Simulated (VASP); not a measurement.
# Which magnetic order does InNi2SbO6 take?, part 2 of 3

Is InNi2SbO6 a ferromagnet or an antiferromagnet at this level? The start is a computed cell from the Materials Project.

VASP 6.6.1, plane waves and PAW; the level of theory is named at each step.

Still holding for the runs below: The magnetic state follows from one typed start and may not be the lowest.

So far: Starting point; Magnetic order, 10 atoms, start order ferro.

## (2) Magnetic order, 10 atoms, start order ferro (continued)

Level of this step: PBEsol, DFT+U (Ni d 6 eV), spin-polarised, from parallel moments; plane waves and PAW (In_d, Ni, Sb, O) (VASP).

Force by atom:

| atom | x (eV/Å) | y (eV/Å) | z (eV/Å) | size |
| --- | --- | --- | --- | --- |
| In1 | 0.000 | 0.000 | -0.075 | 0.075 |
| Ni2 | 0.000 | 0.000 | 0.023 | 0.023 |
| Ni3 | 0.000 | 0.000 | 0.055 | 0.055 |
| Sb4 | 0.000 | 0.000 | -0.122 | 0.122 |
| O5 | -0.068 | 0.136 | 0.006 | 0.153 |
| O6 | 0.152 | -0.009 | 0.006 | 0.153 |
| O7 | -0.084 | -0.127 | 0.006 | 0.153 |
| O8 | 0.028 | -0.092 | 0.034 | 0.102 |
| O9 | -0.094 | 0.022 | 0.034 | 0.102 |
| O10 | 0.066 | 0.070 | 0.034 | 0.102 |

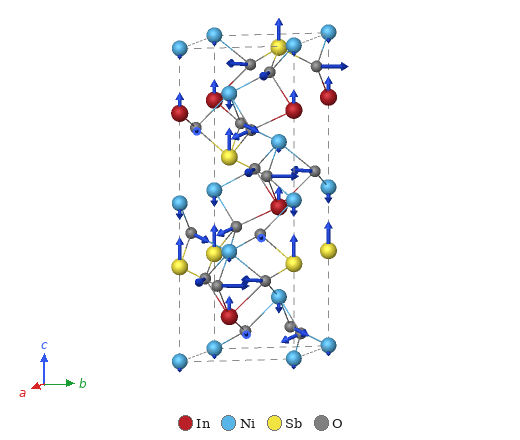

Force as arrows, the longest 0.153 eV/Å. Bonds to atoms that aren't drawn are left out. Some periodic images of atoms are drawn too.

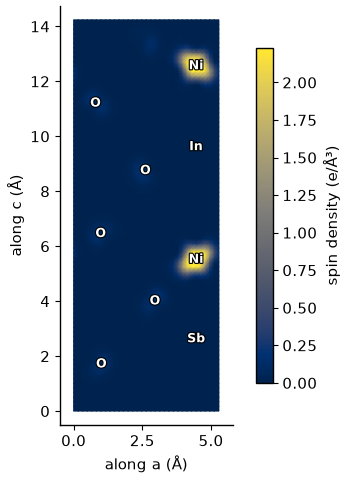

Spin density in the ac plane of the conventional cell at fractional y = 0.000, with atoms of In and Ni and Sb and O within 0.2 Å of it. The map starts off the cell's origin, so that atoms lie inside it.

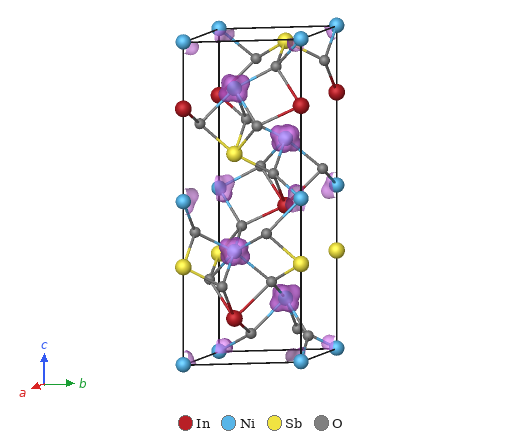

Surface of spin density = 0.45 e/Å³, which holds about 70 % of the integral of its size. Bonds to atoms that aren't drawn are left out.

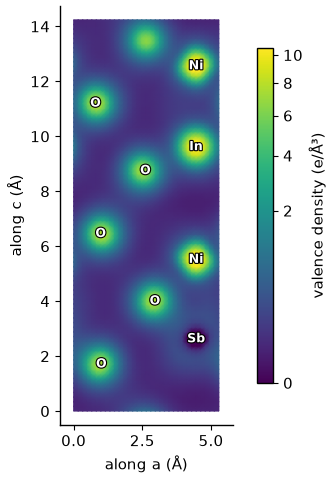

Valence density in the ac plane of the conventional cell at fractional y = 0.000, with atoms of In and Ni and Sb and O within 0.2 Å of it. It is the smooth field of the valence electrons, not physical close to the nuclei. The map starts off the cell's origin, so that atoms lie inside it. The colour scale is stretched toward low values.

The largest moment at the end is 1.79 μB, and the moments of the cell sum to 4.00 μB.

## (3) Magnetic order, 10 atoms, start order antiferro

This step: PBEsol, DFT+U (Ni d 6 eV), spin-polarised, from moments of both signs; plane waves and PAW (In_d, Ni, Sb, O) (VASP 6.6.1).

Input file INCAR:

```
SYSTEM = InNi2SbO6
PREC = Normal
ENCUT = 480
EDIFF = 1E-06
NELM = 150
ISMEAR = -1
SIGMA = 0.1
LREAL = .FALSE.
ALGO = Normal
GGA = PS
NBANDS = 47
ISPIN = 2
MAGMOM = 0 2 -2 0 0 0 0 0 0 0
LDAU = .TRUE.
LDAUTYPE = 2
LDAUL = -1 2 -1 -1
LDAUU = 0 6 0 0
LDAUJ = 0 0 0 0
LDAUPRINT = 1
LASPH = .TRUE.
LMAXMIX = 4
LORBIT = 11
LWAVE = .FALSE.
LCHARG = .TRUE.
KPAR = 4
AMIX = 0.2
BMIX = 1E-04
AMIX_MAG = 0.8
BMIX_MAG = 1E-04
```

Input file POSCAR:

```
InNi2SbO6
1.0
    2.6431540372      1.5260256949      4.7466677741
   -2.6431540372      1.5260256949      4.7466677741
    0.0000000000     -3.0520513898      4.7466677741
In Ni Sb O
1 2 1 6
Direct
    0.2056830000      0.2056830000      0.2056830000
    0.9983680000      0.9983680000      0.9983680000
    0.4931743300      0.4931743300      0.4931743300
    0.6959510000      0.6959510000      0.6959510000
    0.7864580000      0.0838620000      0.4128670000
    0.0838620000      0.4128670000      0.7864580000
    0.4128670000      0.7864580000      0.0838620000
    0.3021400000      0.8828500000      0.6150450000
    0.8828500000      0.6150450000      0.3021400000
    0.6150450000      0.3021400000      0.8828500000
```

Input file KPOINTS:

```
Automatic mesh
0
Gamma
6 6 6
0 0 0
```

PAW data sets: In_d, Ni, Sb and O (PBE family, release 64).

Command:

```sh
mpirun -np 4 vasp_std
```

Output:

```text
[banner, memory and clock lines left out]
running    4 mpi-ranks, on    1 nodes
 distrk:  each k-point on    1 cores,    4 groups
 distr:  one band on    1 cores,    1 groups

 POSCAR found type information on POSCAR InNiSbO
 POSCAR found :  4 types and      10 ions
 [... a notice as in an earlier step ...]

 LDA part: xc-table for (Slater+PW92), standard interpolation
 POSCAR, INCAR and KPOINTS ok, starting setup
 FFT: planning ... GRIDC
 FFT: planning ... GRID_SOFT
 FFT: planning ... GRID
 WAVECAR not read
 entering main loop
       N       E                     dE             d eps       ncg     rms          rms(c)
DAV:   1     0.879600897713E+03    0.87960E+03   -0.32482E+04  7543   0.182E+03
DAV:   2     0.818653772644E+02   -0.79774E+03   -0.75697E+03  8284   0.493E+02
DAV:   3    -0.561784353980E+02   -0.13804E+03   -0.13439E+03  8486   0.212E+02
DAV:   4    -0.650187411569E+02   -0.88403E+01   -0.86591E+01  9058   0.561E+01
DAV:   5    -0.653853245578E+02   -0.36658E+00   -0.36572E+00 10114   0.118E+01    0.297E+01
DAV:   6    -0.586815607289E+02    0.67038E+01   -0.50871E+01 11712   0.728E+01    0.245E+01
DAV:   7    -0.592574613572E+02   -0.57590E+00   -0.96889E+00 10935   0.249E+01    0.171E+01
DAV:   8    -0.595223759561E+02   -0.26491E+00   -0.13763E+00 10560   0.139E+01    0.106E+01
DAV:   9    -0.598822424856E+02   -0.35987E+00   -0.70835E-01 12762   0.149E+01    0.360E+00
DAV:  10    -0.599426393193E+02   -0.60397E-01   -0.21330E-01  9439   0.603E+00    0.205E+00
DAV:  11    -0.599351195605E+02    0.75198E-02   -0.12502E-01 11922   0.366E+00    0.907E-01
DAV:  12    -0.599395490998E+02   -0.44295E-02   -0.27869E-02 10404   0.222E+00    0.446E-01
DAV:  13    -0.599411763191E+02   -0.16272E-02   -0.27578E-03 10737   0.920E-01    0.178E-01
DAV:  14    -0.599415874755E+02   -0.41116E-03   -0.11301E-03 11257   0.379E-01    0.773E-02
DAV:  15    -0.599417054607E+02   -0.11799E-03   -0.51965E-04 10509   0.175E-01    0.585E-02
DAV:  16    -0.599417178301E+02   -0.12369E-04   -0.51725E-05  9032   0.641E-02    0.399E-02
DAV:  17    -0.599417621253E+02   -0.44295E-04   -0.58695E-05 11888   0.108E-01    0.200E-02
DAV:  18    -0.599417694836E+02   -0.73583E-05   -0.18085E-05 10592   0.395E-02    0.146E-02
DAV:  19    -0.599417769457E+02   -0.74621E-05   -0.88271E-06 10289   0.424E-02    0.952E-03
DAV:  20    -0.599417856560E+02   -0.87103E-05   -0.91417E-06  8470   0.429E-02    0.842E-03
DAV:  21    -0.599417901893E+02   -0.45333E-05   -0.72585E-06  9012   0.285E-02    0.637E-03
DAV:  22    -0.599417924681E+02   -0.22787E-05   -0.27966E-06  6471   0.173E-02    0.538E-03
DAV:  23    -0.599417950266E+02   -0.25585E-05   -0.26624E-06  4800   0.234E-02    0.352E-03
DAV:  24    -0.599417971369E+02   -0.21103E-05   -0.38427E-06  6937   0.217E-02    0.289E-03
DAV:  25    -0.599417978722E+02   -0.73530E-06   -0.16838E-06  5732   0.990E-03
   1 F= -.59941798E+02 E0= -.59941764E+02  d E =-.685793E-04  mag=    -0.0000
```

Wall time 2.2 min (4 MPI ranks of Intel Xeon Platinum 8488C (Sapphire Rapids), shared host); peak memory 1.6 GiB.

From OUTCAR (step 3):

```text
The static configuration has the point symmetry C_3 .

 Found     40 irreducible k-points:

   NELECT =      74.0000    total number of electrons

atom =   2  type =  2  l = 2

 onsite density matrix

spin component  1

  0.9991 -0.0242 -0.0000 -0.0053 -0.0000
 -0.0242  1.0103 -0.0000 -0.0000 -0.0053
 -0.0000 -0.0000  0.9789  0.0000  0.0000
 -0.0053 -0.0000  0.0000  1.0103  0.0242
 -0.0000 -0.0053  0.0000  0.0242  0.9991

spin component  2

  0.6860  0.3864 -0.0000  0.0780  0.0000
  0.3864  0.4452  0.0000  0.0000  0.0780
 -0.0000  0.0000  0.9769 -0.0000  0.0000
  0.0780  0.0000 -0.0000  0.4452 -0.3864
  0.0000  0.0780  0.0000 -0.3864  0.6860

 occupancies and eigenvectors

  o =  0.1534  v =  0.0000  0.0000  0.0000  0.0000  0.0000 -0.1178  0.0000 -0.0000  0.8038  0.5832      0.0000  0.0000  0.0000  0.0000  0.0000  0.0000  0.0000  0.0000  0.0000  0.0000
  o =  0.1534  v =  0.0000  0.0000  0.0000  0.0000  0.0000 -0.5832  0.8038  0.0000 -0.0000 -0.1178      0.0000  0.0000  0.0000  0.0000  0.0000  0.0000  0.0000  0.0000  0.0000  0.0000
  o =  0.9769  v =  0.0000  0.0000  0.0000  0.0000  0.0000 -0.0000 -0.0000  1.0000  0.0000 -0.0000      0.0000  0.0000  0.0000  0.0000  0.0000  0.0000  0.0000  0.0000  0.0000  0.0000
  o =  0.9778  v =  0.0000  0.0000  0.0000  0.0000  0.0000  0.1591 -0.0000 -0.0000  0.5949 -0.7879      0.0000  0.0000  0.0000  0.0000  0.0000  0.0000  0.0000  0.0000  0.0000  0.0000
  o =  0.9778  v =  0.0000  0.0000  0.0000  0.0000  0.0000  0.7879  0.5949  0.0000  0.0000  0.1591      0.0000  0.0000  0.0000  0.0000  0.0000  0.0000  0.0000  0.0000  0.0000  0.0000
  o =  0.9789  v = -0.0000 -0.0000  1.0000  0.0000 -0.0000  0.0000  0.0000  0.0000  0.0000  0.0000      0.0000  0.0000  0.0000  0.0000  0.0000  0.0000  0.0000  0.0000  0.0000  0.0000
  o =  0.9793  v = -0.1669  0.0000  0.0000 -0.6241  0.7633  0.0000  0.0000  0.0000  0.0000  0.0000      0.0000  0.0000  0.0000  0.0000  0.0000  0.0000  0.0000  0.0000  0.0000  0.0000
  o =  0.9793  v =  0.7633  0.6241  0.0000  0.0000  0.1669  0.0000  0.0000  0.0000  0.0000  0.0000      0.0000  0.0000  0.0000  0.0000  0.0000  0.0000  0.0000  0.0000  0.0000  0.0000
  o =  1.0300  v =  0.1333  0.0000 -0.0000 -0.7813 -0.6097  0.0000  0.0000  0.0000  0.0000  0.0000      0.0000  0.0000  0.0000  0.0000  0.0000  0.0000  0.0000  0.0000  0.0000  0.0000
  o =  1.0300  v = -0.6097  0.7813 -0.0000  0.0000 -0.1333  0.0000  0.0000  0.0000  0.0000  0.0000      0.0000  0.0000  0.0000  0.0000  0.0000  0.0000  0.0000  0.0000  0.0000  0.0000

atom =   3  type =  2  l = 2

 onsite density matrix

spin component  1

  0.6994 -0.3905 -0.0000  0.0296 -0.0000
 -0.3905  0.4228  0.0000 -0.0000  0.0296
 -0.0000  0.0000  0.9795  0.0000  0.0000
  0.0296 -0.0000  0.0000  0.4228  0.3905
 -0.0000  0.0296  0.0000  0.3905  0.6994

spin component  2

  0.9937  0.0216 -0.0000 -0.0023 -0.0000
  0.0216  1.0090 -0.0000  0.0000 -0.0023
 -0.0000 -0.0000  0.9813 -0.0000  0.0000
 -0.0023  0.0000 -0.0000  1.0090 -0.0216
 -0.0000 -0.0023  0.0000 -0.0216  0.9937

 occupancies and eigenvectors

  o =  0.1458  v =  0.0437  0.0001 -0.0000 -0.8164  0.5759  0.0000  0.0000  0.0000  0.0000  0.0000      0.0000  0.0000  0.0000  0.0000  0.0000  0.0000  0.0000  0.0000  0.0000  0.0000
  o =  0.1458  v = -0.5759 -0.8164 -0.0000 -0.0001  0.0437  0.0000  0.0000  0.0000  0.0000  0.0000      0.0000  0.0000  0.0000  0.0000  0.0000  0.0000  0.0000  0.0000  0.0000  0.0000
  o =  0.9764  v = -0.0617  0.0000  0.0000 -0.5775 -0.8140  0.0000  0.0000  0.0000  0.0000  0.0000      0.0000  0.0000  0.0000  0.0000  0.0000  0.0000  0.0000  0.0000  0.0000  0.0000
  o =  0.9764  v =  0.8140 -0.5775  0.0000 -0.0000 -0.0617  0.0000  0.0000  0.0000  0.0000  0.0000      0.0000  0.0000  0.0000  0.0000  0.0000  0.0000  0.0000  0.0000  0.0000  0.0000
  o =  0.9783  v =  0.0000  0.0000  0.0000  0.0000  0.0000 -0.0857  0.0000  0.0000 -0.5777 -0.8117      0.0000  0.0000  0.0000  0.0000  0.0000  0.0000  0.0000  0.0000  0.0000  0.0000
  o =  0.9783  v =  0.0000  0.0000  0.0000  0.0000  0.0000  0.8117 -0.5777  0.0000 -0.0000 -0.0857      0.0000  0.0000  0.0000  0.0000  0.0000  0.0000  0.0000  0.0000  0.0000  0.0000
  o =  0.9795  v =  0.0000  0.0000  1.0000  0.0000  0.0000  0.0000  0.0000  0.0000  0.0000  0.0000      0.0000  0.0000  0.0000  0.0000  0.0000  0.0000  0.0000  0.0000  0.0000  0.0000
  o =  0.9813  v =  0.0000  0.0000  0.0000  0.0000  0.0000 -0.0000  0.0000  1.0000  0.0000  0.0000      0.0000  0.0000  0.0000  0.0000  0.0000  0.0000  0.0000  0.0000  0.0000  0.0000
  o =  1.0244  v =  0.0000  0.0000  0.0000  0.0000  0.0000  0.0606  0.0000  0.0000 -0.8162  0.5745      0.0000  0.0000  0.0000  0.0000  0.0000  0.0000  0.0000  0.0000  0.0000  0.0000
  o =  1.0244  v =  0.0000  0.0000  0.0000  0.0000  0.0000 -0.5745 -0.8162  0.0000 -0.0000  0.0606      0.0000  0.0000  0.0000  0.0000  0.0000  0.0000  0.0000  0.0000  0.0000  0.0000

 E-fermi :   6.0406

 spin component 1
 k-point     1 :       0.0000    0.0000    0.0000
  band No.  band energies     occupation
    ...
     33       4.4560      1.00000
     34       4.4843      1.00000
     35       4.4843      1.00000
     36       4.9201      0.99999
     37       4.9201      0.99999
     38       6.5965      0.00384
     39       9.1672      0.00000
     40       9.1672      0.00000
     41      10.4550      0.00000
     42      12.2899      0.00000
    ...

 k-point     2 :       0.1667    0.0000   -0.0000
  band No.  band energies     occupation
    ...
     33       4.1485      1.00000
     34       4.3254      1.00000
     35       4.4132      1.00000
     36       4.8528      0.99999
     37       4.9608      0.99998
     38       7.2225      0.00001
     39       9.1164      0.00000
     40       9.1641      0.00000
     41      10.5668      0.00000
     42      12.0718      0.00000
    ...

 k-point     3 :       0.3333    0.0000   -0.0000
  band No.  band energies     occupation
    ...
     33       4.0400      1.00000
     34       4.1315      1.00000
     35       4.2435      1.00000
     36       4.7995      1.00000
     37       4.9971      0.99997
     38       8.1557      0.00000
     39       9.0537      0.00000
     40       9.2138      0.00000
     41      10.2788      0.00000
     42      11.9644      0.00000
    ...

 k-point     4 :       0.5000    0.0000   -0.0000
  band No.  band energies     occupation
    ...
     33       3.9409      1.00000
     34       4.1718      1.00000
     35       4.2725      1.00000
     36       4.7657      1.00000
     37       4.9928      0.99997
     38       8.6123      0.00000
     39       8.9785      0.00000
     40       9.3485      0.00000
     41       9.8811      0.00000
     42      12.2400      0.00000
    ...

  Total       -6.0211373     -6.0211373     -5.9169825     -0.0006787      0.0000000      0.0000000
  in kB      -83.9778413    -83.9778413    -82.5251765     -0.0094659      0.0000000      0.0000000
  external PRESSURE =     -83.4936197 kB  Pullay stress =       0.0000000 kB

 POSITION                                       TOTAL-FORCE (eV/Angst)
 -----------------------------------------------------------------------------------
      0.00000      0.00000      2.92893        -0.000000     -0.000000     -0.082697
      0.00000      0.00000     14.21676        -0.000000     -0.000000      0.119232
      0.00000      0.00000      7.02280        -0.000000     -0.000000      0.144424
      0.00000      0.00000      9.91034        -0.000000     -0.000000     -0.109724
      1.85707      0.06804      6.09086        -0.080611      0.154761     -0.021556
     -0.86961     -1.64229      6.09086         0.174333     -0.007570     -0.021556
     -0.98746      1.57425      6.09086        -0.093722     -0.147191     -0.021556
     -1.53491     -0.06882      8.54417         0.030572     -0.126512     -0.002189
      0.70785      1.36368      8.54417        -0.124849      0.036780     -0.002189
      0.82706     -1.29486      8.54417         0.094277      0.089732     -0.002189
 -----------------------------------------------------------------------------------
    total drift:                               -0.000003     -0.000001      0.003246

  FREE ENERGIE OF THE ION-ELECTRON SYSTEM (eV)
  ---------------------------------------------------
  free  energy   TOTEN  =       -59.9417978722 eV

  energy  without entropy=      -59.9417292929  energy(sigma->0) =      -59.94176358

 total charge
# of ion       s       p       d       tot
------------------------------------------
    1        0.633   0.617  10.052  11.302
    2        0.342   0.419   8.210   8.971
    3        0.330   0.392   8.185   8.907
    4        0.954   1.027   0.259   2.240
    5        1.564   3.424   0.000   4.988
    6        1.564   3.424   0.000   4.988
    7        1.564   3.424   0.000   4.988
    8        1.564   3.439   0.000   5.003
    9        1.564   3.439   0.000   5.003
   10        1.564   3.439   0.000   5.003
--------------------------------------------------
tot         11.642  23.045  26.707  61.394

 magnetization (x)
# of ion       s       p       d       tot
------------------------------------------
    1        0.001   0.001   0.001   0.003
    2        0.004   0.003   1.756   1.763
    3       -0.005  -0.003  -1.761  -1.768
    4       -0.001  -0.000  -0.001  -0.002
    5       -0.000   0.006   0.000   0.005
    6       -0.000   0.006   0.000   0.005
    7       -0.000   0.006   0.000   0.005
    8        0.001  -0.004   0.000  -0.003
    9        0.001  -0.004   0.000  -0.003
   10        0.001  -0.004   0.000  -0.003
--------------------------------------------------
tot          0.000   0.005  -0.005   0.001

[... 8 parts as in an earlier step ...]

[... 9 further parts left out ...]
```

Numbers from this step:

| Property | Result |
| --- | --- |
| electronic cycles | 25 |
| free energy (TOTEN) | -59.9418 eV |
| Fermi energy | 6.041 eV |
| gap on the k-mesh | 1.549 eV |
| least direct gap on the k-mesh | 1.675 eV |

Spin moment in the PAW sphere by atom:

| atom | spin moment in the PAW sphere (μB) |
| --- | --- |
| In1 | 0.00 |
| Ni2 | 1.76 |
| Ni3 | -1.77 |
| Sb4 | 0.00 |
| O5 | 0.01 |
| O6 | 0.01 |
| O7 | 0.01 |
| O8 | 0.00 |
| O9 | 0.00 |
| O10 | 0.00 |

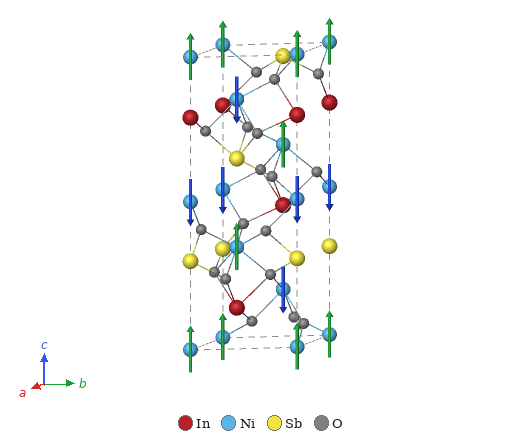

Spin moment in the PAW sphere as arrows, the longest 1.77 μB. Up and down stand for the sign. Arrows give size and sign along the axis of quantisation, drawn up and down the page. The two directions have two colours. Bonds to atoms that aren't drawn are left out. Some periodic images of atoms are drawn too.

Force by atom:

| atom | x (eV/Å) | y (eV/Å) | z (eV/Å) | size |
| --- | --- | --- | --- | --- |
| In1 | 0.000 | 0.000 | -0.083 | 0.083 |
| Ni2 | 0.000 | 0.000 | 0.119 | 0.119 |
| Ni3 | 0.000 | 0.000 | 0.144 | 0.144 |
| Sb4 | 0.000 | 0.000 | -0.110 | 0.110 |
| O5 | -0.081 | 0.155 | -0.022 | 0.176 |
| O6 | 0.174 | -0.008 | -0.022 | 0.176 |
| O7 | -0.094 | -0.147 | -0.022 | 0.176 |
| O8 | 0.031 | -0.127 | -0.002 | 0.130 |
| O9 | -0.125 | 0.037 | -0.002 | 0.130 |
| O10 | 0.094 | 0.090 | -0.002 | 0.130 |

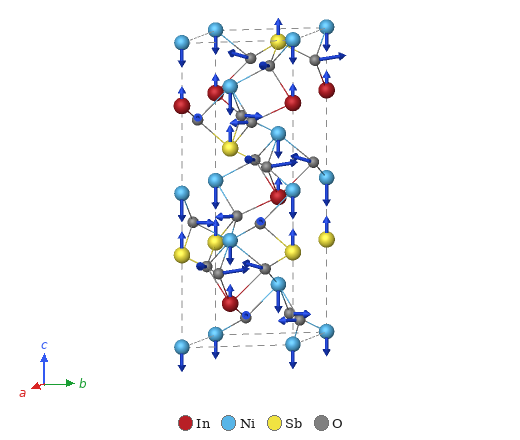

Force as arrows, the longest 0.176 eV/Å. Bonds to atoms that aren't drawn are left out. Some periodic images of atoms are drawn too.

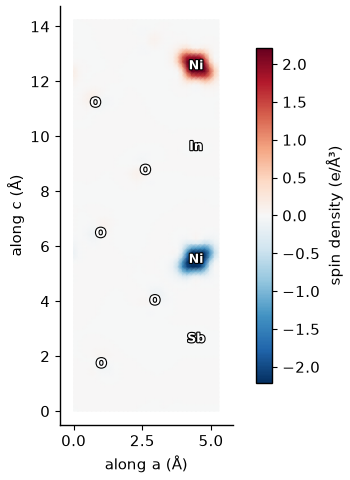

Spin density in the ac plane of the conventional cell at fractional y = 0.000, with atoms of In and Ni and Sb and O within 0.2 Å of it. The map starts off the cell's origin, so that atoms lie inside it.

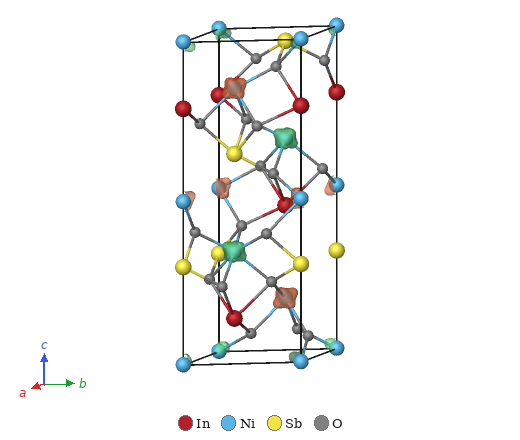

Surfaces of spin density = ±1.1 e/Å³, which hold about 50 % of the integral of its size. The two colours are the two signs. Bonds to atoms that aren't drawn are left out.

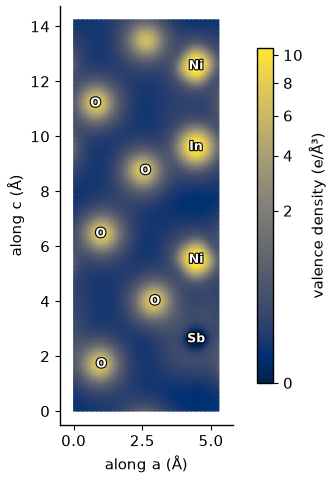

Valence density in the ac plane of the conventional cell at fractional y = 0.000, with atoms of In and Ni and Sb and O within 0.2 Å of it. It is the smooth field of the valence electrons, not physical close to the nuclei. The map starts off the cell's origin, so that atoms lie inside it. The colour scale is stretched toward low values.

The largest moment at the end is 1.77 μB, and the moments of the cell sum to 0.00 μB.

(Continued in part 3 of 3.)

[Lines on the potential files, build, host, timing and source positions are cut from VASP's logs without a mark.]

[Logs are printed without paths, hosts, clocks, repeated set-up lines and the standing remarks that a program may print on its own settings, such as how far it seeks lower states.]

[Hosts, paths, dates, database ids (printed as entryN), source tags and the programs' standing remarks are cut or masked in the printed files.]

[Runs that stopped without an error message from VASP are left out.]

[In band tables of VASP the shares of atoms and orbitals are scaled to a sum of 1 inside the atoms' spheres.]
